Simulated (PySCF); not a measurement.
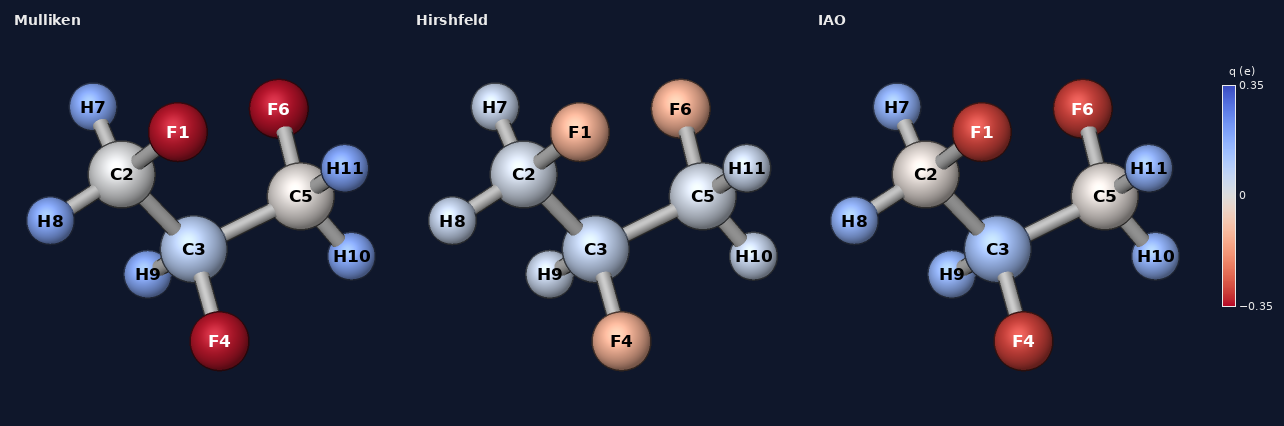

Atomic charges of one calculation by 3 schemes, on one colour scale. The geometry was computed by an optimisation with PBE0-D3(BJ)/def2-SVP. No frequency run is at hand to confirm it as a minimum. Computed with PBE0/6-31G (PySCF 2.14.0).

### On which atom do the schemes disagree most?

On F1 (from −0.34 to −0.12 e); F4 (from −0.34 to −0.12 e); F6 (from −0.34 to −0.13 e).

List the charges (e), one line for each set of equivalent atoms. Atoms whose distances differ by more than 0.02 Å in this geometry are listed apart.

```
atom  Mulliken  Hirshfeld    IAO
  F1     −0.34      −0.12  −0.30
  C2      0.00       0.03  −0.01
  C3      0.08       0.06   0.12
  F4     −0.34      −0.12  −0.30
  C5     −0.01       0.03  −0.01
  F6     −0.34      −0.13  −0.30
  H7      0.18       0.05   0.16
  H8      0.19       0.05   0.16
  H9      0.18       0.05   0.15
 H10      0.19       0.05   0.16
 H11      0.20       0.05   0.17
```
